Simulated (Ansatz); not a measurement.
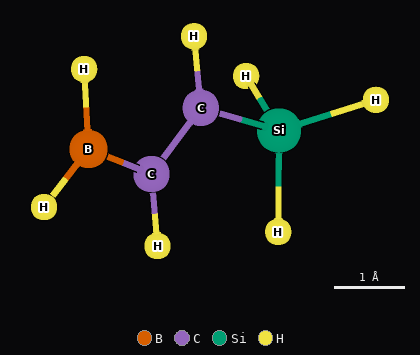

Fig. 1: The input geometry (ball-and-stick view, seen at a tilt). Bond lengths as drawn: B–C 1.54 Å, B–H 1.20 Å, C–C 1.35 Å, C–H 1.09 Å, C–Si 1.87 Å and H–Si 1.49 Å.

## Single-point calculation of C$_{2}$H$_{7}$BSi

System: C$_{2}$H$_{7}$BSi.
Method: RHF, ccsd/cc-pVTZ-DK (Ansatz 0.2.0).

The geometry comes from this level: PBE0-D4/def2-TZVP.

### Log
```
Functional definition: HF
  name "HF"
  cite "Fock, Z. Phys. 61, 126 (1930) doi:10.1007/BF01340294"
  parent pbe
  exchange = exact_x
  correlation = 0
1255 factors; integrals over basis functions are off by at most 8.5e-4 eV
mean field evaluation 1: about -10720.3422 eV, gradient 2.8e1 eV
mean field evaluation 2: about -10720.5584 eV, gradient 2.8e1 eV
mean field evaluation 4: about -10723.2267 eV, gradient 3.6e0 eV
mean field evaluation 8: about -10723.2742 eV, gradient 1.7e-1 eV
mean field evaluation 16: about -10722.6477 eV, gradient 1.1e1 eV
mean field -10723.27440177 eV, -394.0730657687 hartree, gradient 2.1e-6 eV, S^2 0.000000; 0 other end points of the search recorded, 0 dependent functions left out; unrestricted orbitals would lower it
8 core orbitals not correlated: weight in the atoms' cores, before any rotation towards them, 1.000 or more for the frozen orbitals, at most 0.000 for the correlated occupied ones
reference -10723.27440177 eV, -394.0730657687 hartree; 11, 11 occupied and 203, 203 virtual orbitals, 1255 factors
second order -14.94271910 eV of doubles, -0.00000000 eV of singles
cycle   1  -15.80274031 eV  change   -8.6e-1 eV  update   9.1e-2
cycle   2  -16.29997927 eV  change   -5.0e-1 eV  update   2.9e-2
cycle   3  -16.37427738 eV  change   -7.4e-2 eV  update   1.2e-2
cycle   4  -16.36971748 eV  change    4.6e-3 eV  update   3.2e-3
cycle   5  -16.36994625 eV  change   -2.3e-4 eV  update   1.1e-3
cycle   6  -16.36984976 eV  change    9.6e-5 eV  update   3.2e-4
cycle   7  -16.36983314 eV  change    1.7e-5 eV  update   1.0e-4
cycle   8  -16.36986166 eV  change   -2.9e-5 eV  update   3.9e-5
cycle   9  -16.36986505 eV  change   -3.4e-6 eV  update   1.4e-5
Total energy: -10739.64426682 eV, -394.6746472133 hartree
Relativity: scalar
```

The run was set up as follows.

### Input
```yaml
crystal:
  periodic: [false, false, false]
  atoms:
    - {symbol: B, position_ang: [-0.174897, 2.274544, -0.306292]}
    - {symbol: C, position_ang: [0.149185, 0.892765, 0.288295]}
    - {symbol: C, position_ang: [-0.178906, -0.241395, -0.359244]}
    - {symbol: Si, position_ang: [0.163306, -1.967090, 0.271399]}
    - {symbol: H, position_ang: [0.106676, 3.288928, 0.262535]}
    - {symbol: H, position_ang: [-0.725610, 2.328066, -1.369121]}
    - {symbol: H, position_ang: [0.652102, 0.801235, 1.251582]}
    - {symbol: H, position_ang: [-0.681725, -0.133986, -1.321832]}
    - {symbol: H, position_ang: [1.015478, -2.702631, -0.701075]}
    - {symbol: H, position_ang: [0.853830, -1.882903, 1.583443]}
    - {symbol: H, position_ang: [-1.114138, -2.714633, 0.420810]}
basis:
  gaussian: {orbitals: cc-pVTZ-DK}
hamiltonian: {xc: {name: HF}}
correlation: {method: ccsd}
```

Command:
```bash
ansatz run in.yaml --threads 2 --pin off --events-out ev --progress --plain --max-ram 4352MiB
```

### Key numbers

| quantity | value |
| --- | --- |
| outcome | converged |
| total energy | −10739.6443 eV |
| mean-field energy | −10723.2744 eV |
| CCSD correlation | −16.3699 eV |
| T1 diagnostic | 0.012 |
| SCF solution under orbital rotations | stable within restricted orbitals |
| hardware | 2 threads of Arm Neoverse V1, 23 GiB of memory available, shared host |
| wall time | 36 s (CPU time 70 s) |
| peak memory | 3.4 GiB |
